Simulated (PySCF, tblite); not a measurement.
# CH2B3N2O3 radical: geometry, infrared bands and EPR parameters

Wanted: the infrared bands and EPR parameters of CH2B3N2O3 radical (`N#CB1O[B]OB(N)O1`), by calculation.

Programs: tblite 0.8.0 and PySCF 2.14.0, with density-fitted response routines of our own. Each step states its level of theory. These are calculated values for one molecule in the gas phase, unless marked as measured. Atoms are numbered from 0 throughout.

## (1) Starting geometry

11 atoms, charge 0, multiplicity 2; geometry from: force field or distance geometry start.

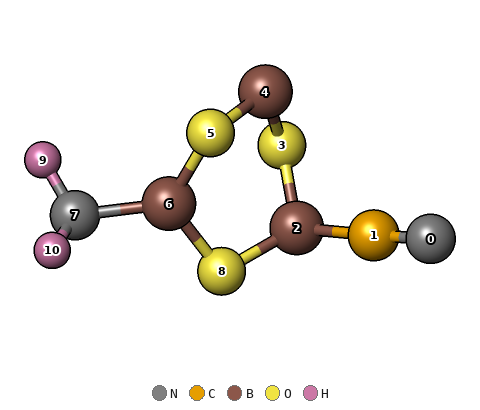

As it starts; nitrogen grey, carbon amber, boron brown, oxygen yellow, hydrogen pink, atoms numbered.

## (2) Optimising the geometry with GFN2-xTB

The job: settings as JSON, then the geometry in Å.

```
{"job": {"kind": "relax", "xc": "GFN2-xTB", "basis": "xTB"}, "charge": 0, "multiplicity": 2}
N     -3.421800     0.257900    -0.624900
C     -2.423100    -0.309300    -0.472800
B     -1.079000    -1.056300    -0.226300
O     -0.815600    -1.413100     1.150800
B     -0.749900    -0.124300     1.876800
O      0.003100     0.908800     1.128900
B      0.785400     0.284200     0.088400
N      2.292200     0.373000    -0.054600
O      0.066200    -0.482400    -0.943000
H      2.784500     0.432400     0.846600
H      2.563600     1.131700    -0.691800
```

Launch:

```sh
$ OMP_NUM_THREADS=1 python probes_run.py task.json out
```

This one command runs all jobs of the session in turn.

**Question.** This job is followed by: GFN2-xTB harmonic vibrations, gas phase; UKS B3LYP, pcH-1 on B C H N O, non-relativistic, mean-field spin-orbit, GIAO. Predict these results of the whole session: strongest single infrared mode (GFN2-xTB); zero-point energy (GFN2-xTB); g(iso) (B3LYP); ⟨S²⟩; largest a(iso) (averaged by class); surface potential, least and greatest.

As calculated:

```
                                 quantity                  value
strongest single infrared mode (GFN2-xTB)  1267 cm⁻¹, 687 km/mol
             zero-point energy (GFN2-xTB)          36.7 kcal/mol
                           g(iso) (B3LYP)                2.00171
                                     ⟨S²⟩     0.752 (exact 0.75)
       largest a(iso) (averaged by class)   11B on B4, 794.2 MHz
    surface potential, least and greatest     -1.67 V and 2.24 V
```

In words: Relaxing lowered the energy by 3.151 eV in 74 steps; the close pair that moved most is B4–O5, from 1.481 to 1.348 Å. No mode is imaginary among the 27: a minimum at this level. The strongest single mode, at 1267 cm⁻¹, moves mainly B2, O8 and B4. GFN2-xTB is a fitted tight-binding method: band positions and strengths are rough. Its intensities can rank the bands wrongly. B4 carries the largest spin population, 0.96 e. The isotropic g lies 0.6 ppt below the free-electron value.
